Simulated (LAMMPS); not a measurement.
Consider HgTe (zinc blende), a cell 119 Å long along the (110) normal (2496 atoms) with 66 % of it melted and the whole then held at 570 K and zero normal pressure in molecular dynamics.

Model: classical MD, pair style sw, file CdTeZnSeHgS0.sw (LAMMPS).

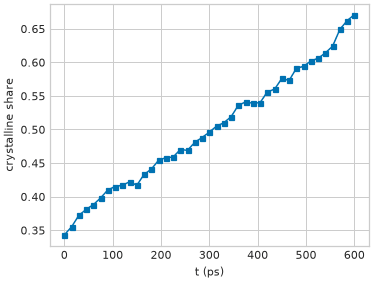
Figure: Crystalline share against t (ps)

Read from the full data:
- interface speed (growth positive): 2.95 ± 0.09 m/s
- direction: the crystal grows

Caution: the real compound melts congruently only under the pressure of its own vapour and loses its more volatile element when open.
